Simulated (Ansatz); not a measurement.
# Au chain started as a zigzag: period, moment and channels by functional, part 2 of 3

Wanted: the relaxed geometry and the open channels of the Au chain started as a zigzag, by several methods.

Ansatz 0.2.0; DFT PBE, plane waves, PAW; relaxation of a chain's period (the session's first sound run).

So far. Step 2 (Relaxation of atoms and period, level PBE, cutoff 420 …): The cell's length comes to 4.686 Å with no moment.

## Step 3: Bands of the perfect wire, level PBE, cutoff 420 eV

This step: DFT PBE, plane waves, PAW; channels and complex bands of a perfect chain (Ansatz 0.2.0).

At the relaxed period the Bloch states of the perfect chain are found at each energy: those that move forward count the open channels, and those that decay describe how a disturbance dies away inside the wire itself. An energy step of 0.035 eV is under the 0.039 eV that the program asks for its thermal average at 300 K.

input.yaml

```yaml
crystal:
  lattice:
    - [9.0, 0.0, 0.0]
    - [0.0, 7.5, 0.0]
    - [0.0, 0.0, 4.6861181268]
  atoms:
    - { symbol: Au, position: [0.444736493, 0.5, 0.0] }
    - { symbol: Au, position: [0.555263507, 0.5, 0.5] }
kpoints:
  mp_grid: { grid: [1, 1, 18] }
  band_path: { path: ["Γ", Z], npoints: 60 }
scf:
  occupations: { method: fermi_dirac, width: 0.05 }
hamiltonian:
  xc: pbe
output:
  transmission:
    e_range: [-2, 2]
    de: 0.035
    kmesh: [1, 1]
    reduced_basis: true
    leads: [[0, 0]]
  dos: { projected: true, e_range: [-6, 4] }
  write_potential: true
  write_density: true
  volumetric_format: npy
  elf: true
```

The run is started by

```sh
$ ansatz run input.yaml --threads 4 --pin off --max-ram 8192MiB --backend cpu --events-out ev --progress --plain --runs-dir out
```

Numbers of over 12 decimals in the logs are rounded to 6 here.

The program printed:

```text
[...]
Crystal: 2 atoms, lattice volume = 316.313 Å³
Basis set: ecut = 420 eV, 6177 PW (Γ)
Bands: 23, of which v1, the nominal top of the filled ones, is band 19 counted from 1 (18 counted from 0)
Symmetry: 8 space group operations
[...]
k-points: 10 of 18
[...]
SCF iter   1: F=—  HF=-26296.137352 eV  |F-HF|=—  |Δ(HF+E_count)|=         —  Δρ=2.36e-3  dr2=8.90e-3  ethr=1.77e-3  ⟨swp⟩=6.5  Hψ=1167  notcnv=0
[...]
SCF iter   6: F=-26296.141849 eV  HF=-26296.141849 eV  |F-HF|=1.19e-8  |Δ(HF+E_count)|=   2.79e-7  Δρ=3.88e-6  dr2=4.95e-8  ethr=2.63e-10  ⟨swp⟩=3.4  Hψ=824  notcnv=0
SCF 1 converged in 6 iterations: F = -26296.141849 eV  dr2 = 4.95e-8
[...]
NSCF: frozen V_eff on 61 k-points
transmission: 6 of 36 steps passed
transmission: 12 of 36 steps passed
[...]
transmission: 36 of 36 steps passed
WARN: The output density's exchange-correlation potential varies sharply where the density is thin. Do not read a vacuum level from v_tot or v_xc, or from such a field of the output density. On a cell that repeats whose density bears no net charge and no dipole along the vacuum's axis use v_es (v_loc + v_h of the components); under efield.dipole_correction with no amplitude use v_es + v_field, which holds any externa [...]
SCF converged after 6 iterations
Free energy (F): -26296.141849 eV
[...]
Internal energy: -26296.134067 eV  (E = F + TS)
E sigma→0 (E₀):  -26296.137958 eV
Entropy (-TS):   -0.007782 eV (-3.891 meV/atom)
Fermi energy:    -3.065462 eV
[...]
--- Band table (eV; the first three rows and the last of 10) ---
  k-point 0: bands = [... 15 lower, -4.8511, -4.5352, -4.1710, -3.7862, -0.6017, 0.7129, 2.0198, 2.5664]
  k-point 1: bands = [... 15 lower, -4.8659, -4.5095, -4.1704, -3.7969, -0.5878, 0.7487, 2.0386, 2.2778]
  k-point 2: bands = [... 15 lower, -4.8337, -4.4375, -4.1674, -3.8276, -0.5560, 0.8540, 1.6983, 2.0950]
  k-point 9: bands = [... 15 lower, -4.3422, -4.0572, -4.0572, -3.0656, -3.0656, 1.9523, 1.9523, 2.9907]
--- Transmission ---
  basis      : 595 plane waves across, 6 finite elements along
  points     : 1, standing for a mesh of 1 x 1
  filling    : by the input's occupations and mesh, since the crystals that have channels conduct as metals do. If one of these is a semiconductor, that mesh has misplaced its level
  energies   : 115 from -2.000000 to 1.990000 eV about the Fermi level, 0.035000 eV apart; the leads are filled to 0.000000 eV, and channels, transmission and decay are at -0.005000 eV
  crystal 0  : Au2, at the sites [0, 0], period 4.6861 Å: whole cells are its period
    offset         : up to 0.0000 Å between an atom of the period and one for which it stands
    filled         : 0.2 meV under the level at which it is neutral
    channels       : 1.000000e0 a spin
    conductance    : 1.1479e14 S/m² at 300 K; may be off by some 0.0 % by where its bands' edges are placed, 0.0 % from the distance to neutral
```

Elapsed: 25 s, on 4 threads of Arm Neoverse V2, shared host; peak memory 0.63 GiB.

The column dr2 measures how far the density is from self-consistency, as an energy; F and HF (Harris–Foulkes) agree once it is small.

This step gave:

```yaml
energy_at_zero_smearing: -26296.1380 eV
channels_at_the_energy_nearest_the_fermi_level_one_spin: 1
conductance_of_the_lead_as_this_run_defines_it: 1.000 G₀
band_gap: 0 eV
```

Open channels of the lead, one spin against energy, zero at the Fermi level:

```tsv
energy (eV)	open channels of the lead, one spin
-2.000	3
-1.790	5
-1.615	2
-1.405	3
-1.195	3
-0.985	4
-0.810	2
-0.600	1
-0.390	1
-0.215	1
-0.005	1
0.205	1
0.415	1
0.590	1
0.800	1
1.010	1
1.185	1
1.395	1
1.605	1
1.815	1
```

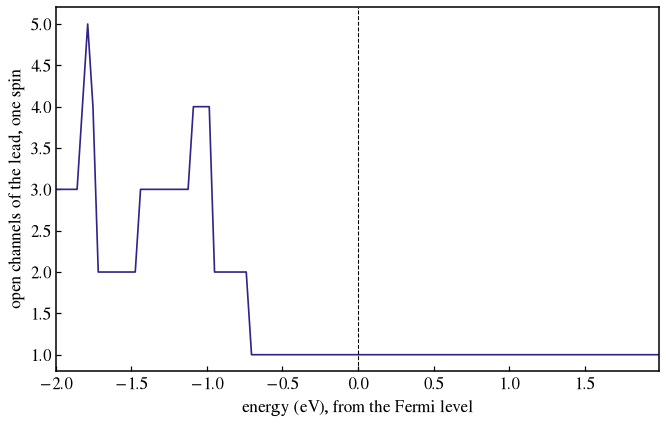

Open channels of the lead, one spin against energy.

The slowest values at each energy, most degenerate partners merged, listed up to 1.5 1/Å. Table of Im kz of the slowest decaying states by energy, zero at the Fermi level:

```tsv
energy (eV)	decay 1 (Å⁻¹)	decay 2 (Å⁻¹)	decay 3 (Å⁻¹)	decay 4 (Å⁻¹)
-2.000	0.165	0.321	0.384	1.20
-1.510	0.0910	0.236	0.311	1.12
-0.985	0.479	0.534	1.01	1.22
-0.495	0.304	0.367	0.829	0.846
-0.005	0.436	0.515	0.869	1.00
0.485	0.479	0.623	0.864	1.05
1.010	0.489	0.632	0.709	1.07
1.500	0.479	0.496	0.763	1.01
```

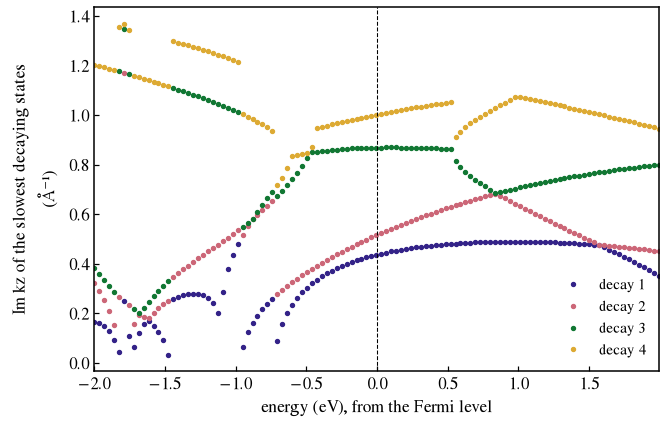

Im kz of the slowest decaying states against energy.

Electronic bands along the path, in eV, zero at the Fermi level:

```tsv
point	band 16	band 17	band 18	band 19	band 20	band 21	band 22	band 23
Γ	-1.79	-1.47	-1.11	-0.72	2.46	3.78	5.09	5.63
Z	-1.28	-0.99	-0.99	0.00	0.00	5.02	5.02	6.06
```

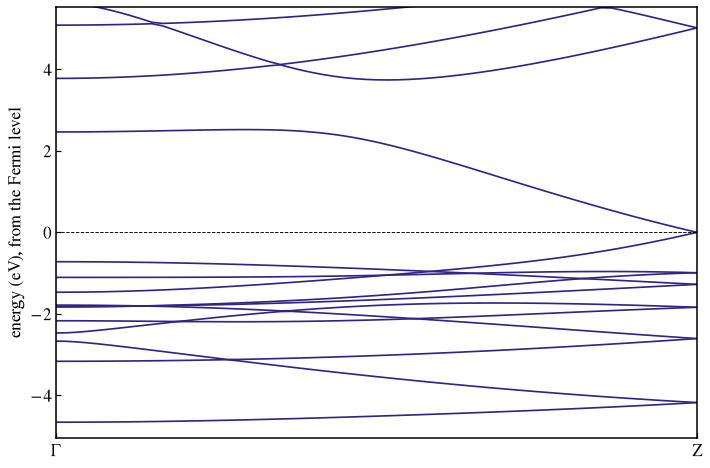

Electronic bands along the path.

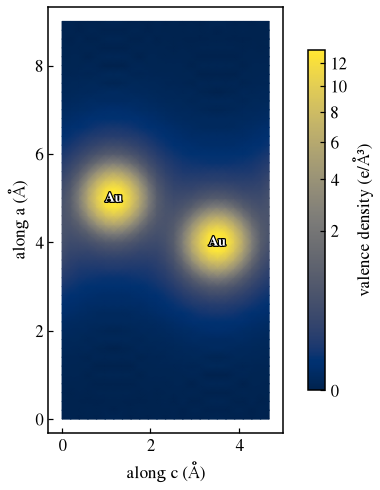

Valence density in the ca plane at fractional y = 0.500, with atoms of Au within 0.2 Å of it. It is the smooth field of the valence electrons, not physical close to the nuclei. The map starts off the cell's origin, so that atoms lie inside it. The colour scale is stretched toward low values.

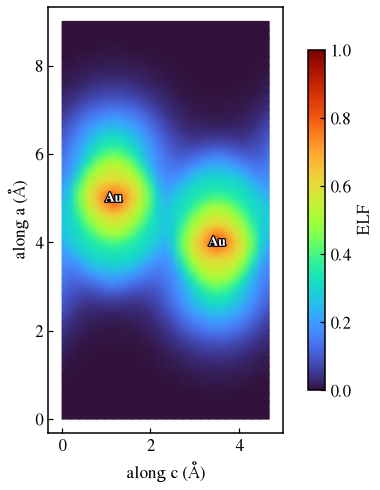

ELF in the ca plane at fractional y = 0.500, with atoms of Au within 0.2 Å of it. It is the smooth field of the valence electrons, not physical close to the nuclei. The map starts off the cell's origin, so that atoms lie inside it.

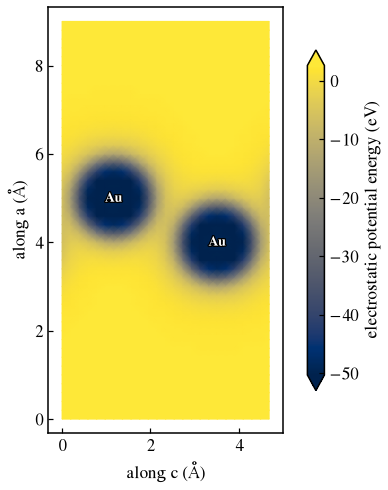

Electrostatic potential energy in the ca plane at fractional y = 0.500, with atoms of Au within 0.2 Å of it. With pseudopotentials it is smooth inside the atoms' cores, unlike the true potential. The map starts off the cell's origin, so that atoms lie inside it.

By hand: the program gives 1.1479 × 10^14 S/m² over the cell's cross-section of 67.50 Å² = 6.750 × 10^-19 m², so one cell conducts 7.748 × 10^-5 S. Divided by G0 = 2e²/h = 7.748 × 10^-5 S this is 1.00 G0, a resistance of 12.9 kΩ.

At the computed energy nearest the Fermi level there are 1 channel a spin, and the thermal average gives 1.00 G₀.

## Step 4: Relaxation of atoms and period

This step: DFT PBEsol, plane waves, PAW; relaxation of a chain's period (Ansatz 0.2.0).

The relaxation is repeated under another functional. PBEsol weakens PBE's gradient terms and usually lands between LDA and PBE.

input.yaml

```yaml
crystal:
  lattice:
    - [9.0, 0.0, 0.0]
    - [0.0, 7.5, 0.0]
    - [0.0, 0.0, 4.5630731599]
  atoms:
    - { symbol: Au, position: [0.432604749, 0.5, 0.0], spin: 0.5 }
    - { symbol: Au, position: [0.567395251, 0.5, 0.5], spin: 0.5 }
magnetization:
  spin_polarized: true
kpoints:
  mp_grid: { grid: [1, 1, 18] }
scf:
  occupations: { method: fermi_dirac, width: 0.05 }
hamiltonian:
  xc: pbesol
relax:
  cell: { fix: [a, b, alpha, beta, gamma] }
  max_steps: 60
```

The program printed:

```text
[...]
Crystal: 2 atoms, lattice volume = 308.007 Å³
Basis set: ecut = 420 eV, 5997 PW (Γ), exchange–correlation on 128×108×64 points (8 copies of the dense FFT grid, shifted against one another)
Bands: 24, of which v1, the nominal top of the filled ones, is band 19 counted from 1 (18 counted from 0)
Symmetry: 8 space group operations
[...]
-0.000000      -0.000000       0.002684
  P = ⅓ Tr σ = -0.0284 GPa (-0.284 kbar)
--- Relaxed structure (6 steps of the walk, 6 accepted, 1 SCFs on fresh bases) ---
[...]
cell:  # Å, volume = 310.9324 Å³
    - [9.0, 0.0, 0.0]
    - [0.0, 7.5, 0.0]
    - [0.0, 0.0, 4.606407]
  atoms:
    - { symbol: Au, position: [0.445713, 0.500000, 0.0] }
    - { symbol: Au, position: [0.554287, 0.500000, 0.500000] }
[key lines of the parts left out:]
SCF converged after 9 iterations
Magnetization: 0.0000 μB (19.0000 up, 19.0000 down)
Free energy (F): -26010.818038 eV
Fermi energy:    -3.054884 eV
```

Wall time 16 s (4 threads); peak memory 0.6 GiB.

Relaxation path:

```tsv
step	energy less that of the first step (eV)	largest force component (eV/Å)	pressure (GPa)	volume (Å³)
1	0.0000	0.8195	-0.58	308.01
2	-0.0441	0.7122	0.54	308.72
3	-0.0903	0.1068	-0.06	309.72
4	-0.0913	0.0694	-0.10	311.58
5	-0.0919	0.0100	-0.04	311.02
6	-0.0919	0.0001	-0.03	310.93
7*	-0.0921	0.0002	-0.03	310.93
```

Relaxation steps marked * repeat the geometry before them on a plane-wave basis chosen anew for their cell, so energy and pressure can jump there.

Forces are held to the 8 operations that the run works with; a distortion that breaks them can't arise in this run.

```tsv
cell as run	before	after	change
c (Å)	4.563	4.606	+0.9 %
```

The atoms that moved most (Å, along periodic axes as changes of fractional coordinates times the final cell, across vacuum about the mean position):

```tsv
atom	dx	dy	dz	length
Au1	0.118	0.000	0.000	0.118
Au2	-0.118	0.000	0.000	0.118
```

The relaxed structure:

```xyz
2
Lattice="9.0000 0.0000 0.0000 0.0000 7.5000 0.0000 0.0000 0.0000 4.6064" Properties=species:S:1:pos:R:3
Au    4.0114    3.7500    0.0000
Au    4.9886    3.7500    2.3032
```

The cell's length comes to 4.606 Å, -1.7 % against the first run, with no moment.

## Step 5: Bands of the perfect wire, level PBEsol, cutoff 420 eV

This step: DFT PBEsol, plane waves, PAW; channels and complex bands of a perfect chain (Ansatz 0.2.0).

The channels are counted again under PBEsol, at the period that it gave.

input.yaml

```yaml
crystal:
  lattice:
    - [9.0, 0.0, 0.0]
    - [0.0, 7.5, 0.0]
    - [0.0, 0.0, 4.6064065817]
  atoms:
    - { symbol: Au, position: [0.445713392, 0.5, 0.0] }
    - { symbol: Au, position: [0.554286608, 0.5, 0.5] }
kpoints:
  mp_grid: { grid: [1, 1, 18] }
  band_path: { path: ["Γ", Z], npoints: 60 }
scf:
  occupations: { method: fermi_dirac, width: 0.05 }
hamiltonian:
  xc: pbesol
output:
  transmission:
    e_range: [-2, 2]
    de: 0.035
    kmesh: [1, 1]
    reduced_basis: true
    leads: [[0, 0]]
  dos: { projected: true, e_range: [-6, 4] }
```

The program printed:

```text
[...]
Crystal: 2 atoms, lattice volume = 310.932 Å³
Basis set: ecut = 420 eV, 6077 PW (Γ)
Bands: 23, of which v1, the nominal top of the filled ones, is band 19 counted from 1 (18 counted from 0)
Symmetry: 8 space group operations
[...]
k-points: 10 of 18
[...]
k-point 9: bands = [... 15 lower, -4.3617, -4.0989, -4.0989, -3.0551, -3.0551, 2.0236, 2.0236, 3.0861]
--- Transmission ---
  basis      : 595 plane waves across, 6 finite elements along
  points     : 1, standing for a mesh of 1 x 1
[...]
crystal 0  : Au2, at the sites [0, 0], period 4.6064 Å: whole cells are its period
[...]
filled         : 0.3 meV under the level at which it is neutral
    channels       : 1.000000e0 a spin
[...]
[key lines of the parts left out:]
SCF converged after 6 iterations
Free energy (F): -26010.818077 eV
Fermi energy:    -3.054987 eV
```

Elapsed: 19 s, on 4 threads; peak memory 0.62 GiB.

At the computed energy nearest the Fermi level there are 1 channel a spin, and the thermal average gives 1.00 G₀.

## Step 6: The relaxed wire, cutoff 500 eV

This step: DFT r2SCAN, plane waves, PAW; relaxation of a chain's period (Ansatz 0.2.0).

The relaxation is repeated under another functional. r2SCAN also reads the kinetic-energy density; it often gives larger moments and wider gaps than PBE, at a higher cost. Against the first PBE run of this kind, the cutoff is 500 eV against 420.

input.yaml

```yaml
crystal:
  lattice:
    - [9.0, 0.0, 0.0]
    - [0.0, 7.5, 0.0]
    - [0.0, 0.0, 4.5630731599]
  atoms:
    - { symbol: Au, position: [0.432604749, 0.5, 0.0], spin: 0.5 }
    - { symbol: Au, position: [0.567395251, 0.5, 0.5], spin: 0.5 }
magnetization:
  spin_polarized: true
kpoints:
  mp_grid: { grid: [1, 1, 18] }
scf:
  occupations: { method: fermi_dirac, width: 0.05 }
hamiltonian:
  xc: r2scan
relax:
  cell: { fix: [a, b, alpha, beta, gamma] }
  max_steps: 60
```

The program printed:

```text
[...]
Crystal: 2 atoms, lattice volume = 308.007 Å³
Basis set: ecut = 500 eV, 7815 PW (Γ), exchange–correlation on 288×240×144 points (64 copies of the dense FFT grid, shifted against one another)
Bands: 24, of which v1, the nominal top of the filled ones, is band 19 counted from 1 (18 counted from 0)
Symmetry: 8 space group operations
[...]
0.000000      -0.073538       0.000000
        0.000000       0.000000      -0.007381
  P = ⅓ Tr σ = -0.0319 GPa (-0.319 kbar)
--- Relaxed structure (5 steps of the walk, 5 accepted, 1 SCFs on fresh bases) ---
[...]
cell:  # Å, volume = 312.8912 Å³
    - [9.0, 0.0, 0.0]
    - [0.0, 7.5, 0.0]
    - [0.0, 0.0, 4.635426]
  atoms:
    - { symbol: Au, position: [0.445623, 0.5, 0.0] }
    - { symbol: Au, position: [0.554377, 0.5, 0.5] }
[key lines of the parts left out:]
SCF converged after 16 iterations
Magnetization: -0.0000 μB (19.0000 up, 19.0000 down)
Free energy (F): -26323.953889 eV
Fermi energy:    -3.038637 eV
```

Elapsed: 68 s, on 4 threads; peak memory 1.3 GiB.

The steps of the relaxation:

```tsv
step	energy less that of the first step (eV)	largest force component (eV/Å)	pressure (GPa)	volume (Å³)
1	0.0000	0.7167	-0.48	308.01
2	-0.0423	0.5590	0.48	309.72
3	-0.0742	0.0685	-0.02	311.08
4	-0.0753	0.0432	-0.07	313.15
5	-0.0755	0.0046	-0.03	312.89
6*	-0.0758	0.0047	-0.03	312.89
```

Relaxation steps marked * repeat the geometry before them on a plane-wave basis chosen anew for their cell, so energy and pressure can jump there.

The run keeps the 8 symmetry operations that it works with, so distortions that break them were not tested.

```tsv
cell as run	before	after	change
c (Å)	4.563	4.635	+1.6 %
```

The atoms that moved most (Å, along periodic axes as changes of fractional coordinates times the final cell, across vacuum about the mean position):

```tsv
atom	dx	dy	dz	length
Au1	0.117	0.000	0.000	0.117
Au2	-0.117	0.000	0.000	0.117
```

The relaxed structure:

```xyz
2
Lattice="9.0000 0.0000 0.0000 0.0000 7.5000 0.0000 0.0000 0.0000 4.6354" Properties=species:S:1:pos:R:3
Au    4.0106    3.7500    0.0000
Au    4.9894    3.7500    2.3177
```

The cell's length comes to 4.635 Å, -1.1 % against the first run, with no moment.

The cell grew by 1.6 % in its periodic edges. From the first step to the last the energy fell by 0.076 eV, across changes of basis, and the largest move was 0.12 Å (Au1 and 1 other atom alike).

## Step 7: The perfect wire, level r2SCAN, cutoff 500 eV

This step: DFT r2SCAN, plane waves, PAW; channels and complex bands of a perfect chain (Ansatz 0.2.0).

The channels are counted again under r2SCAN, at the period that it gave. Its window is narrower, to save time.

input.yaml

```yaml
crystal:
  lattice:
    - [9.0, 0.0, 0.0]
    - [0.0, 7.5, 0.0]
    - [0.0, 0.0, 4.6354258908]
  atoms:
    - { symbol: Au, position: [0.445622987, 0.5, 0.0] }
    - { symbol: Au, position: [0.554377013, 0.5, 0.5] }
kpoints:
  mp_grid: { grid: [1, 1, 18] }
  band_path: { path: ["Γ", Z], npoints: 60 }
scf:
  occupations: { method: fermi_dirac, width: 0.05 }
hamiltonian:
  xc: r2scan
output:
  transmission:
    e_range: [-0.7, 0.7]
    de: 0.035
    kmesh: [1, 1]
    reduced_basis: true
    leads: [[0, 0]]
  dos: { projected: true, e_range: [-6, 4] }
```

The program printed:

```text
[...]
Crystal: 2 atoms, lattice volume = 312.891 Å³
Basis set: ecut = 500 eV, 7947 PW (Γ), exchange–correlation on 288×240×144 points (64 copies of the dense FFT grid, shifted against one another)
Bands: 23, of which v1, the nominal top of the filled ones, is band 19 counted from 1 (18 counted from 0)
Symmetry: 8 space group operations
[...]
k-points: 10 of 18
[...]
k-point 9: bands = [... 15 lower, -4.5677, -4.2366, -4.2366, -3.0387, -3.0387, 2.2702, 2.2702, 3.3173]
--- Transmission ---
  basis      : 711 plane waves across, 7 finite elements along
  points     : 1, standing for a mesh of 1 x 1
[...]
crystal 0  : Au2, at the sites [0, 0], period 4.6354 Å: whole cells are its period
[...]
filled         : 0.3 meV under the level at which it is neutral
    channels       : 1.000000e0 a spin
[...]
[key lines of the parts left out:]
SCF converged after 7 iterations
Free energy (F): -26323.953889 eV
Fermi energy:    -3.038645 eV
```

Elapsed: 23 s, on 4 threads; peak memory 1.1 GiB.

The open channels of the lead, one spin stays at 1 for energy from -0.7 to 0.7 eV.

At the computed energy nearest the Fermi level there are 1 channel a spin, and the thermal average gives 1.00 G₀.

## Step 8: Relaxation of atoms and period

This step: DFT LDA, plane waves, PAW; relaxation of a chain's period (Ansatz 0.2.0).

The relaxation is repeated under another functional. LDA has no gradient terms and tends to overbind, so it marks the short end of the likely bond lengths.

input.yaml

```yaml
crystal:
  lattice:
    - [9.0, 0.0, 0.0]
    - [0.0, 7.5, 0.0]
    - [0.0, 0.0, 4.5630731599]
  atoms:
    - { symbol: Au, position: [0.432604749, 0.5, 0.0], spin: 0.5 }
    - { symbol: Au, position: [0.567395251, 0.5, 0.5], spin: 0.5 }
magnetization:
  spin_polarized: true
kpoints:
  mp_grid: { grid: [1, 1, 18] }
scf:
  occupations: { method: fermi_dirac, width: 0.05 }
hamiltonian:
  xc: lda
relax:
  cell: { fix: [a, b, alpha, beta, gamma] }
  max_steps: 60
```

The program printed:

```text
[...]
Crystal: 2 atoms, lattice volume = 308.007 Å³
Basis set: ecut = 420 eV, 5997 PW (Γ)
Bands: 24, of which v1, the nominal top of the filled ones, is band 19 counted from 1 (18 counted from 0)
Symmetry: 8 space group operations
[...]
k-points: 10 of 18
[...]
Starting moments: Σ|m| = 1 μB on 2 of 2 sites
[...]
0.000000      -0.074209       0.000000
        0.000000       0.000000      -0.036528
  P = ⅓ Tr σ = -0.0424 GPa (-0.424 kbar)
--- Relaxed structure (5 steps of the walk, 5 accepted, 1 SCFs on fresh bases) ---
[...]
cell:  # Å, volume = 308.1720 Å³
    - [9.0, 0.0, 0.0]
    - [0.0, 7.5, 0.0]
    - [0.0, 0.0, 4.565511]
  atoms:
    - { symbol: Au, position: [0.446997, 0.5, 0.0] }
    - { symbol: Au, position: [0.553003, 0.5, 0.5] }
[key lines of the parts left out:]
SCF converged after 6 iterations
Magnetization: 0.0000 μB (19.0000 up, 19.0000 down)
Free energy (F): -25725.969354 eV
Fermi energy:    -3.282625 eV
```

Elapsed: 13 s, on 4 threads; peak memory 0.57 GiB; 46 s of CPU time.

The steps of the relaxation:

```tsv
step	energy less that of the first step (eV)	largest force component (eV/Å)	pressure (GPa)	volume (Å³)
1	0.0000	1.0908	-0.84	308.01
2	-0.0804	0.9303	0.69	305.93
3	-0.1488	0.1771	-0.14	307.67
4	-0.1515	0.0174	-0.08	308.98
5	-0.1520	0.0079	-0.04	308.17
6*	-0.1520	0.0079	-0.04	308.17
```

Relaxation steps marked * repeat the geometry before them on a plane-wave basis chosen anew for their cell, so energy and pressure can jump there.

Forces are held to the 8 operations that the run works with; a distortion that breaks them can't arise in this run.

```tsv
cell as run	before	after	change
c (Å)	4.563	4.566	+0.1 %
```

The atoms that moved most (Å, along periodic axes as changes of fractional coordinates times the final cell, across vacuum about the mean position):

```tsv
atom	dx	dy	dz	length
Au1	0.130	0.000	0.000	0.130
Au2	-0.130	0.000	0.000	0.130
```

The relaxed structure:

```
Au
1.0
     9.00000    0.00000    0.00000
     0.00000    7.50000    0.00000
     0.00000    0.00000    4.56551
Au
2
Cartesian
  4.0230 3.7500 0.0000
  4.9770 3.7500 2.2828
```

The cell's length comes to 4.566 Å, -2.6 % against the first run, with no moment.

(Part 2 of 3 ends here.)

[Logs are printed without paths, hosts, clocks, repeated set-up lines and the standing remarks that a program may print on its own settings, such as how far it seeks lower states.]

[Hosts, paths, dates, database ids (printed as entryN), source tags and the programs' standing remarks are cut or masked in the printed files.]
